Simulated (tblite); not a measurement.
C₆H₁₄N₂Si₂: geometry relaxation (part 4 of 4)

The same run, continued: C₆H₁₄N₂Si₂; GFN2-xTB geometry optimisation, gas phase (tblite 0.8.0). 

Geometry of the input (Å):
```
C  -3.3093  -0.4727  0.1703
N  -2.1177  0.1955  -0.1364
C  -2.0982  1.5618  -0.4020
Si -0.6208  -0.6522  0.1310
C  0.3489  -0.7326  -1.4200
C  1.6528  -0.7142  -1.4684
Si 2.6840  -0.6118  0.0580
N  4.0174  0.5614  -0.2858
C  1.7124  -0.0434  1.5137
C  0.3740  -0.0558  1.5570
H  -3.0859  -1.4067  0.7208
H  -3.7882  -0.7895  -0.7846
H  -4.0034  0.1694  0.7687
H  -3.1524  1.9060  -0.5561
H  -1.6003  1.8061  -1.3836
H  -1.6619  2.2355  0.3834
H  -0.9526  -2.0659  0.4583
H  -0.2078  -0.7961  -2.3715
H  2.1515  -0.7557  -2.4230
H  3.2827  -1.9389  0.3369
H  4.6949  0.4514  0.4908
H  3.5722  1.5137  -0.2449
H  2.2185  0.3505  2.4267
H  -0.1224  0.3041  2.4681
```

Trajectory as extended XYZ, continued
```
24
Properties=species:S:1:pos:R:3:forces:R:3 step=147 energy=-795.50038
C    -3.3780   -0.3868    0.4428    0.0190   0.0040  -0.0120
N    -2.1542    0.0175   -0.1924    0.0110   0.0080  -0.0180
C    -2.2022    1.3713   -0.6835   -0.0060  -0.0060   0.0010
Si   -0.6532   -0.7847    0.0973    0.0100   0.0130   0.0010
C     0.3796   -0.5403   -1.4556    0.0070   0.0040   0.0050
C     1.7053   -0.4478   -1.4458    0.0040   0.0070   0.0110
Si    2.7397   -0.5668    0.1188   -0.0100  -0.0170   0.0040
N     4.1437    0.4060   -0.1641   -0.0020  -0.0030  -0.0080
C     1.6615   -0.0387    1.5754   -0.0050   0.0090  -0.0070
C     0.3328   -0.1274    1.5684   -0.0060  -0.0090   0.0040
H    -3.3083   -1.4326    0.7283   -0.0180   0.0060   0.0050
H    -4.2144   -0.2636   -0.2523   -0.0140  -0.0100   0.0110
H    -3.5936    0.2070    1.3406    0.0040   0.0080  -0.0020
H    -3.0011    1.4710   -1.4261   -0.0090   0.0080   0.0070
H    -1.2546    1.6269   -1.1515   -0.0050  -0.0130   0.0000
H    -2.3967    2.0917    0.1217    0.0010  -0.0150   0.0030
H    -1.0054   -2.1968    0.3169    0.0080  -0.0010  -0.0070
H    -0.1517   -0.4737   -2.4007    0.0030   0.0060   0.0020
H     2.2383   -0.3019   -2.3804    0.0000  -0.0120   0.0070
H     3.2587   -1.9242    0.3510   -0.0050   0.0190  -0.0040
H     4.8834    0.3907    0.5182    0.0080   0.0000   0.0040
H     4.0239    1.3442   -0.5117    0.0010  -0.0020   0.0000
H     2.1592    0.3677    2.4531    0.0020  -0.0020  -0.0090
H    -0.2245    0.2111    2.4391    0.0020  -0.0040   0.0020
24
Properties=species:S:1:pos:R:3:forces:R:3 step=152 energy=-795.50134
C    -3.3681   -0.3776    0.4623   -0.0220  -0.0080   0.0140
N    -2.1549    0.0167   -0.1982   -0.0170  -0.0150   0.0040
C    -2.2168    1.3611   -0.7103    0.0020  -0.0010  -0.0010
Si   -0.6510   -0.7792    0.0920   -0.0080  -0.0140  -0.0050
C     0.3805   -0.5218   -1.4589    0.0020   0.0160   0.0060
C     1.7055   -0.4236   -1.4451    0.0060  -0.0200  -0.0080
Si    2.7370   -0.5668    0.1185    0.0170   0.0260  -0.0060
N     4.1501    0.3978   -0.1493    0.0070   0.0120  -0.0020
C     1.6601   -0.0456    1.5778    0.0000  -0.0070   0.0000
C     0.3318   -0.1401    1.5731    0.0010   0.0120  -0.0060
H    -3.2851   -1.4101    0.7882   -0.0100  -0.0070   0.0020
H    -4.2147   -0.2921   -0.2270    0.0060   0.0000   0.0030
H    -3.5838    0.2477    1.3388    0.0150   0.0060  -0.0060
H    -3.0327    1.4463   -1.4361    0.0030   0.0110   0.0040
H    -1.2792    1.6073   -1.2017   -0.0020   0.0130  -0.0130
H    -2.3954    2.0938    0.0877    0.0040  -0.0070  -0.0040
H    -0.9981   -2.1952    0.2976    0.0050  -0.0010  -0.0060
H    -0.1472   -0.4509   -2.4057   -0.0050   0.0080   0.0150
H     2.2374   -0.2729   -2.3790    0.0210  -0.0020   0.0030
H     3.2489   -1.9288    0.3302   -0.0060  -0.0040   0.0080
H     4.8907    0.3686    0.5323   -0.0120  -0.0100  -0.0050
H     4.0384    1.3418   -0.4839   -0.0020  -0.0060  -0.0020
H     2.1598    0.3553    2.4566   -0.0030  -0.0050   0.0040
H    -0.2250    0.1880    2.4479   -0.0030   0.0020  -0.0010
24
Properties=species:S:1:pos:R:3:forces:R:3 step=158 energy=-795.50215
C    -3.3665   -0.3741    0.4753    0.0050   0.0040  -0.0070
N    -2.1605    0.0077   -0.2069    0.0100   0.0020   0.0040
C    -2.2235    1.3524   -0.7202    0.0020  -0.0030  -0.0080
Si   -0.6519   -0.7806    0.0846    0.0030  -0.0060  -0.0030
C     0.3850   -0.5090   -1.4606   -0.0050  -0.0140  -0.0020
C     1.7104   -0.4161   -1.4457   -0.0040   0.0040  -0.0060
Si    2.7389   -0.5622    0.1191   -0.0120   0.0090   0.0000
N     4.1576    0.3947   -0.1433   -0.0040  -0.0100   0.0000
C     1.6564   -0.0451    1.5762   -0.0020  -0.0030   0.0040
C     0.3280   -0.1426    1.5686   -0.0010  -0.0070  -0.0020
H    -3.2832   -1.4009    0.8192    0.0020   0.0050   0.0050
H    -4.2193   -0.2996   -0.2070   -0.0110   0.0040   0.0030
H    -3.5689    0.2711    1.3403    0.0020  -0.0130   0.0040
H    -3.0475    1.4398   -1.4361   -0.0060   0.0030  -0.0050
H    -1.2916    1.5983   -1.2238   -0.0150  -0.0050   0.0060
H    -2.3927    2.0858    0.0789    0.0120  -0.0010   0.0020
H    -0.9940   -2.2000    0.2795    0.0080   0.0100  -0.0010
H    -0.1435   -0.4378   -2.4068    0.0060   0.0170   0.0020
H     2.2464   -0.2626   -2.3770    0.0010  -0.0040  -0.0010
H     3.2403   -1.9286    0.3263    0.0040  -0.0050   0.0140
H     4.8932    0.3590    0.5430    0.0020   0.0030  -0.0020
H     4.0538    1.3387   -0.4796    0.0010   0.0070  -0.0010
H     2.1520    0.3533    2.4583    0.0010  -0.0040   0.0020
H    -0.2306    0.1782    2.4453    0.0000   0.0080  -0.0070
24
Properties=species:S:1:pos:R:3:forces:R:3 step=163 energy=-795.50240
C    -3.3656   -0.3731    0.4783    0.0050  -0.0020   0.0040
N    -2.1615    0.0045   -0.2098   -0.0050   0.0030  -0.0050
C    -2.2255    1.3493   -0.7227    0.0010   0.0050   0.0010
Si   -0.6518   -0.7828    0.0809    0.0010   0.0120   0.0020
C     0.3861   -0.5084   -1.4627    0.0040   0.0110  -0.0040
C     1.7114   -0.4147   -1.4471    0.0030  -0.0040   0.0050
Si    2.7379   -0.5609    0.1191    0.0000  -0.0120   0.0040
N     4.1589    0.3935   -0.1405   -0.0030  -0.0010  -0.0010
C     1.6542   -0.0454    1.5756    0.0000   0.0020   0.0000
C     0.3260   -0.1442    1.5661    0.0000   0.0050   0.0000
H    -3.2822   -1.3976    0.8288    0.0020  -0.0080  -0.0100
H    -4.2222   -0.2999   -0.1999    0.0050  -0.0010   0.0070
H    -3.5630    0.2750    1.3420   -0.0010   0.0020   0.0070
H    -3.0536    1.4404   -1.4336    0.0000  -0.0040   0.0090
H    -1.2967    1.5942   -1.2311    0.0050  -0.0050  -0.0100
H    -2.3858    2.0820    0.0789   -0.0010   0.0040  -0.0020
H    -0.9902   -2.2021    0.2734   -0.0010  -0.0080   0.0020
H    -0.1419   -0.4294   -2.4081    0.0000   0.0010  -0.0110
H     2.2492   -0.2607   -2.3774   -0.0060   0.0020   0.0000
H     3.2373   -1.9285    0.3296    0.0020   0.0050   0.0090
H     4.8928    0.3579    0.5477   -0.0010  -0.0020  -0.0020
H     4.0594    1.3372   -0.4792   -0.0050   0.0000  -0.0010
H     2.1487    0.3542    2.4581   -0.0020  -0.0040  -0.0010
H    -0.2337    0.1793    2.4410   -0.0040   0.0010  -0.0040
24
Properties=species:S:1:pos:R:3:forces:R:3 step=169 energy=-795.50282
C    -3.3601   -0.3727    0.4861   -0.0030  -0.0050   0.0020
N    -2.1631    0.0030   -0.2155    0.0020   0.0000   0.0080
C    -2.2285    1.3476   -0.7289   -0.0080  -0.0060   0.0020
Si   -0.6504   -0.7789    0.0745   -0.0030  -0.0060  -0.0050
C     0.3872   -0.4994   -1.4685    0.0000   0.0000   0.0030
C     1.7130   -0.4129   -1.4481    0.0010   0.0050   0.0010
Si    2.7343   -0.5612    0.1216    0.0060  -0.0100  -0.0010
N     4.1573    0.3898   -0.1398   -0.0020   0.0070   0.0000
C     1.6507   -0.0462    1.5778   -0.0050   0.0020  -0.0040
C     0.3226   -0.1426    1.5636   -0.0080   0.0070  -0.0040
H    -3.2722   -1.3965    0.8376    0.0050  -0.0010   0.0010
H    -4.2236   -0.3043   -0.1834    0.0010   0.0090  -0.0040
H    -3.5513    0.2784    1.3494    0.0100  -0.0090   0.0000
H    -3.0660    1.4393   -1.4280   -0.0070   0.0030  -0.0020
H    -1.3056    1.5866   -1.2513   -0.0040   0.0030   0.0000
H    -2.3762    2.0821    0.0736    0.0070   0.0050  -0.0060
H    -0.9810   -2.2013    0.2655   -0.0020   0.0080  -0.0030
H    -0.1365   -0.4162   -2.4165    0.0000  -0.0010   0.0100
H     2.2524   -0.2576   -2.3771    0.0090   0.0000   0.0030
H     3.2303   -1.9275    0.3443    0.0070  -0.0070  -0.0060
H     4.8919    0.3511    0.5474    0.0020   0.0000  -0.0010
H     4.0595    1.3346   -0.4765   -0.0050  -0.0090   0.0020
H     2.1447    0.3465    2.4634   -0.0050   0.0050   0.0010
H    -0.2415    0.1782    2.4365    0.0010   0.0010   0.0060
24
Properties=species:S:1:pos:R:3:forces:R:3 step=175 energy=-795.50311
C    -3.3560   -0.3727    0.4943    0.0040   0.0050   0.0000
N    -2.1650    0.0012   -0.2180    0.0020   0.0010  -0.0080
C    -2.2337    1.3440   -0.7353    0.0030   0.0080  -0.0040
Si   -0.6508   -0.7779    0.0683    0.0020  -0.0050  -0.0010
C     0.3898   -0.4920   -1.4711    0.0000  -0.0010   0.0030
C     1.7158   -0.4091   -1.4475    0.0010  -0.0080  -0.0010
Si    2.7339   -0.5663    0.1239   -0.0020   0.0110  -0.0020
N     4.1568    0.3852   -0.1359    0.0020  -0.0050   0.0030
C     1.6459   -0.0466    1.5759    0.0040  -0.0070   0.0050
C     0.3176   -0.1408    1.5592    0.0050  -0.0050   0.0040
H    -3.2644   -1.3955    0.8479   -0.0040  -0.0030  -0.0060
H    -4.2246   -0.3035   -0.1684   -0.0020   0.0000   0.0050
H    -3.5372    0.2804    1.3578   -0.0040  -0.0030   0.0090
H    -3.0788    1.4363   -1.4255    0.0000  -0.0020   0.0040
H    -1.3157    1.5786   -1.2680   -0.0070   0.0010  -0.0080
H    -2.3684    2.0832    0.0651   -0.0040  -0.0020   0.0010
H    -0.9775   -2.2014    0.2560   -0.0030   0.0030  -0.0030
H    -0.1331   -0.4021   -2.4188    0.0060  -0.0020   0.0030
H     2.2582   -0.2506   -2.3744    0.0030   0.0010   0.0060
H     3.2339   -1.9308    0.3494   -0.0050  -0.0030  -0.0090
H     4.8915    0.3456    0.5511    0.0040   0.0030  -0.0010
H     4.0596    1.3297   -0.4730   -0.0050   0.0000   0.0000
H     2.1375    0.3455    2.4629    0.0020   0.0070   0.0010
H    -0.2471    0.1793    2.4319    0.0000   0.0070  -0.0010
24
Properties=species:S:1:pos:R:3:forces:R:3 step=180 energy=-795.50337
C    -3.3522   -0.3735    0.4979   -0.0010  -0.0010  -0.0040
N    -2.1660   -0.0001   -0.2235    0.0030   0.0040   0.0060
C    -2.2354    1.3443   -0.7375   -0.0080  -0.0030   0.0010
Si   -0.6509   -0.7777    0.0641    0.0060   0.0050   0.0110
C     0.3928   -0.4905   -1.4724    0.0010  -0.0020  -0.0010
C     1.7189   -0.4116   -1.4462   -0.0010   0.0110   0.0050
Si    2.7329   -0.5693    0.1274    0.0020   0.0000   0.0070
N     4.1556    0.3817   -0.1325    0.0040   0.0050  -0.0050
C     1.6424   -0.0473    1.5768    0.0020   0.0060   0.0040
C     0.3140   -0.1395    1.5572    0.0040   0.0030   0.0000
H    -3.2620   -1.3997    0.8424   -0.0010   0.0020  -0.0050
H    -4.2265   -0.2965   -0.1559   -0.0040   0.0030  -0.0030
H    -3.5248    0.2725    1.3688    0.0090   0.0000   0.0000
H    -3.0862    1.4384   -1.4202   -0.0040   0.0030   0.0030
H    -1.3221    1.5783   -1.2789   -0.0080  -0.0030   0.0040
H    -2.3625    2.0820    0.0658    0.0000  -0.0030  -0.0080
H    -0.9755   -2.2014    0.2494   -0.0060  -0.0080  -0.0010
H    -0.1284   -0.3973   -2.4203    0.0030  -0.0010  -0.0080
H     2.2645   -0.2496   -2.3704   -0.0010  -0.0070  -0.0020
H     3.2320   -1.9341    0.3497   -0.0040  -0.0100  -0.0010
H     4.8927    0.3476    0.5522   -0.0040  -0.0040   0.0040
H     4.0556    1.3238   -0.4752    0.0020   0.0060   0.0000
H     2.1316    0.3510    2.4625    0.0060  -0.0010   0.0010
H    -0.2523    0.1882    2.4265    0.0030  -0.0040  -0.0080
24
Properties=species:S:1:pos:R:3:forces:R:3 step=186 energy=-795.50358
C    -3.3486   -0.3733    0.5031   -0.0010   0.0000   0.0020
N    -2.1666   -0.0011   -0.2256    0.0000   0.0000  -0.0020
C    -2.2401    1.3416   -0.7430   -0.0040  -0.0010   0.0040
Si   -0.6497   -0.7761    0.0615   -0.0010  -0.0030  -0.0030
C     0.3956   -0.4856   -1.4738   -0.0040  -0.0020   0.0010
C     1.7215   -0.4066   -1.4439   -0.0040  -0.0030  -0.0040
Si    2.7326   -0.5704    0.1306    0.0020   0.0040  -0.0040
N     4.1562    0.3791   -0.1305    0.0030   0.0050   0.0000
C     1.6421   -0.0466    1.5791   -0.0010  -0.0010   0.0000
C     0.3136   -0.1383    1.5562   -0.0020  -0.0010  -0.0040
H    -3.2589   -1.4010    0.8430   -0.0010  -0.0020  -0.0030
H    -4.2279   -0.2913   -0.1434    0.0010   0.0050  -0.0030
H    -3.5116    0.2699    1.3778    0.0020   0.0000   0.0010
H    -3.0970    1.4351   -1.4180   -0.0030  -0.0030   0.0010
H    -1.3315    1.5726   -1.2929   -0.0020   0.0010  -0.0030
H    -2.3590    2.0821    0.0587   -0.0010   0.0020   0.0000
H    -0.9762   -2.2011    0.2418    0.0040   0.0090   0.0020
H    -0.1223   -0.3918   -2.4237    0.0000  -0.0020   0.0040
H     2.2691   -0.2462   -2.3672    0.0010   0.0000  -0.0020
H     3.2231   -1.9395    0.3482    0.0020   0.0020   0.0020
H     4.8927    0.3451    0.5547    0.0000  -0.0010   0.0040
H     4.0563    1.3213   -0.4739    0.0040  -0.0060   0.0050
H     2.1301    0.3517    2.4654    0.0030   0.0000   0.0020
H    -0.2553    0.1900    2.4234    0.0040  -0.0010  -0.0010
```

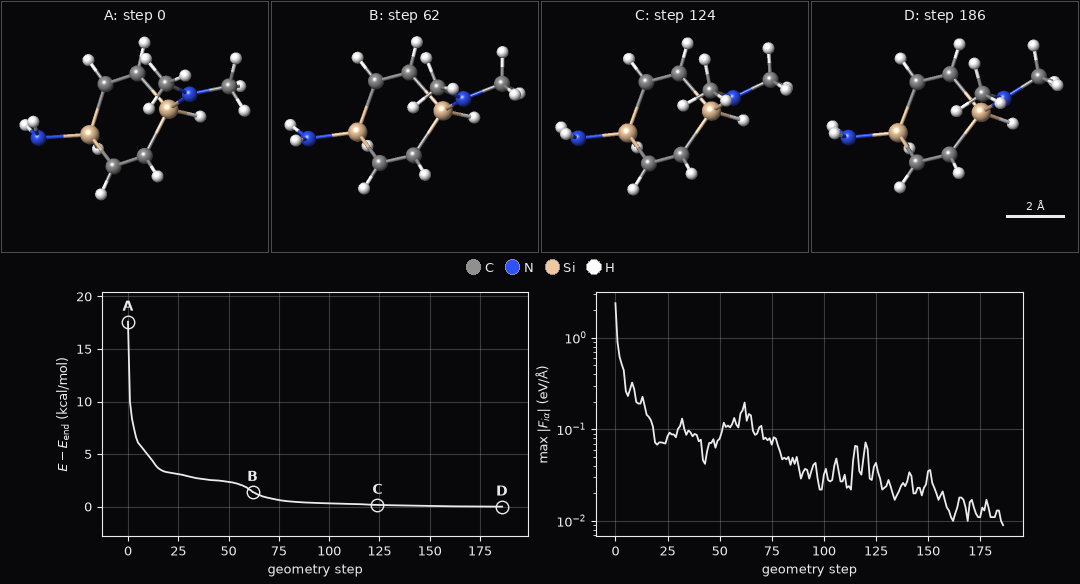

Fig. 1: Frames of the relaxation (ball-and-stick view, seen at a tilt) above the curves, on which the letters mark them (steps are counted from 0).

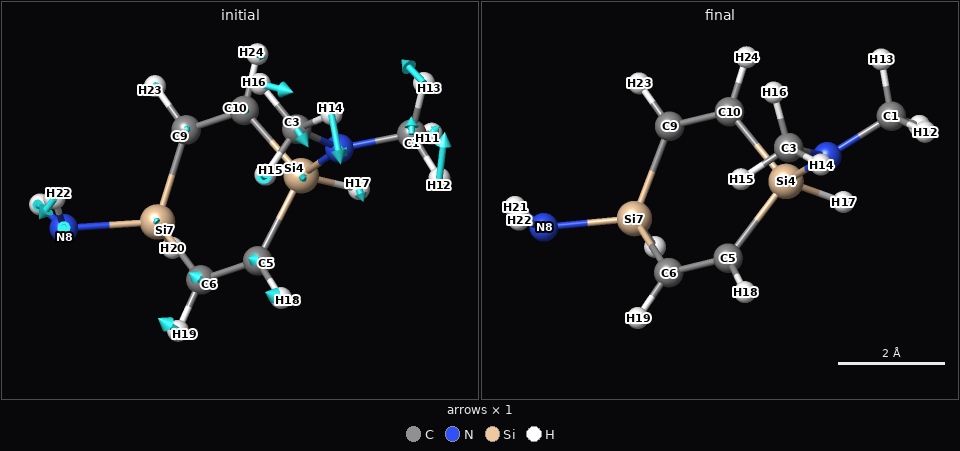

Fig. 2: Before (left) and after (right) the relaxation, at one scale (ball-and-stick view, seen at a tilt). The teal arrows give the displacements, at true length. Over 186 geometry steps the energy falls by 17.6 kcal/mol. Largest force component: 2.4 eV/Å at the start, 0.009 eV/Å at the end. H14 moves most after the best rigid fit: 0.98 Å. Largest moves by element: H 0.98 Å, C 0.42 Å, N 0.28 Å, Si 0.15 Å. Among the contacts that change: Si7–N8 1.809 → 1.731 Å, Si4–C10 1.838 → 1.889 Å, Si4–C5 1.831 → 1.880 Å, N2–C3 1.392 → 1.441 Å. Among the angles that change: Si7–N8–H21 105.7° → 118.7°, C1–N2–C3 121.5° → 112.4°, C5–Si4–H17 105.2° → 111.9°. (Atoms are counted from 1 in the order of the input.)
